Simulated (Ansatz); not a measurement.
Consider NaCl in the rock salt structure (space group Fm-3m, No. 225; a = 5.696 Å).

The change: full substitution Na → K, then cell and atoms are relaxed.

Method: plane-wave PAW DFT at the PBE level (Ansatz, an electronic-structure program, 420 eV), without spin-orbit coupling.

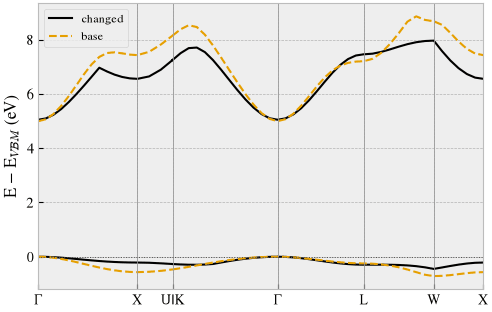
*Highest valence and lowest conduction band along the path, each from its own valence-band maximum*

Problem. Read the changed gap and its character from the plot.

Solution. About 5.0 eV, direct at Γ.

Whether these cells are dynamically stable was not tested.
